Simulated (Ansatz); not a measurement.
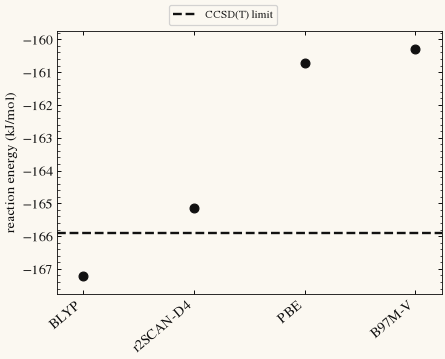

Electronic reaction energy of BSiNH₆ (B[SiH2]N) → BSiNH₆ (BN[SiH3]) (SMILES in brackets) at several levels (functionals in def2-TZVPP unless a basis is named), isolated molecules at PBE0-D4 triple-zeta geometries, minima by their frequencies, no zero-point or thermal terms, the Ansatz code 0.2.0. The line is frozen-core CCSD(T) at the basis limit (MP2 extrapolated from triple and quadruple zeta, plus CCSD(T) less MP2 in a smaller set). No dispersion term is added to BLYP and PBE.

**What range do the values span, the line included?**

From −167.2 kJ/mol (BLYP) to −160.3 kJ/mol (B97M-V).

**Give the values.**

```tsv
level	kJ/mol	less CCSD(T) limit
BLYP	−167.2	−1.3
r2SCAN-D4	−165.1	0.8
PBE	−160.7	5.2
B97M-V	−160.3	5.6
CCSD(T) limit	−165.9	0.0
```
